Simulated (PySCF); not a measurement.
## Electronic structure of C4H6F4 (SMILES CC(C(F)F)C(F)F) in real space

Input file:

```
{"job": {"kind": "nmr", "xc": "PBE0", "basis": "pcSseg-1"}, "charge": 0, "multiplicity": 1}
C     -0.815758     1.063784    -0.601283
C     -0.150832    -0.274029    -0.283940
C      1.371976    -0.177910    -0.404288
F      1.724270     0.173879    -1.659955
F      1.855202     0.789208     0.413427
C     -0.503665    -0.727687     1.132038
F      0.084652    -1.917397     1.413187
F     -1.834154    -0.930982     1.243656
H     -1.893847     0.978175    -0.496240
H     -0.454164     1.835438     0.074709
H     -0.582066     1.357117    -1.621216
H     -0.490622    -1.044771    -0.983754
H      1.889166    -1.117403    -0.155872
H     -0.200835    -0.007893     1.907365
```

Run with:

```sh
OMP_NUM_THREADS=1 python probes_run.py task.json out
```

Geometry: GFN2-xTB.

Computed with PySCF 2.14.0, PBE0/pcSseg-1, SCF density, gas phase, non-relativistic.

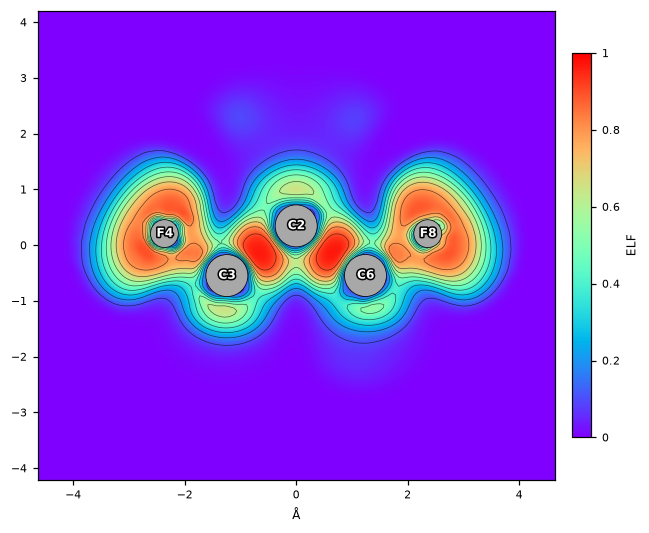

Figure 1. Electron localisation function on the plane of atoms C3, C2 and C6. Grey discs cover the atomic cores.

Describe what can be read from this map.

- The section cuts through C and F sites.
- C–F (1.35 Å): the ELF peaks at about 0.85 between the atoms: a shared but strongly polarised pair.
- C–C (1.53 Å): the ELF peaks at about 0.95 between the atoms; a covalent bond.
- The ELF also peaks beside F4 and F8, away from the bonds: lone-pair regions.

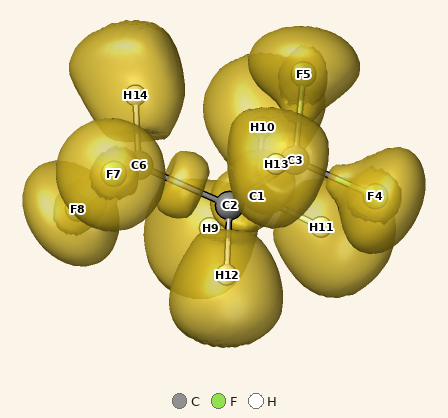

Figure 2. Isosurface of the electron localisation function at 0.75 (yellow), seen from one side. Only the valence region is drawn (cores and ρ < 0.01 e/Å³ removed).

Identify the bonds, lone pairs and shells in this picture.

The surface consists of three regions between bonded C–C atoms (shared pairs), six regions around hydrogen nuclei and four regions on F in which the atom's valence shell and bonds are merged.

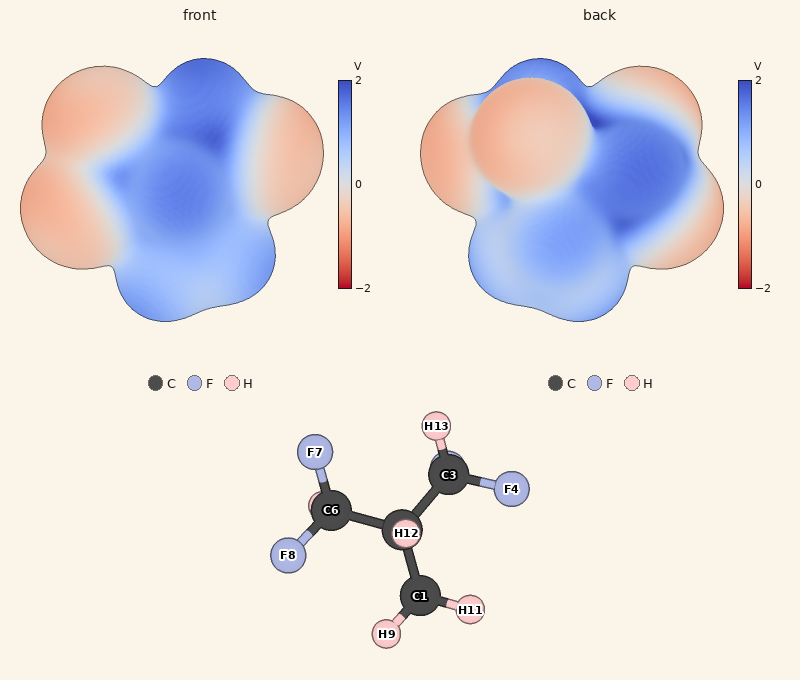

Figure 3. The molecular electrostatic potential painted on the density surface at 0.004 e/bohr³, seen from the front and from behind; the colour scale runs from red (negative) to blue (positive). The bare structure is drawn below in the same view.

Where is the surface potential most negative and most positive?

The most negative region (about −0.8 V) lies over F4, F5, F7 and F8, the most positive (about +1.8 V) over C3 and C6.
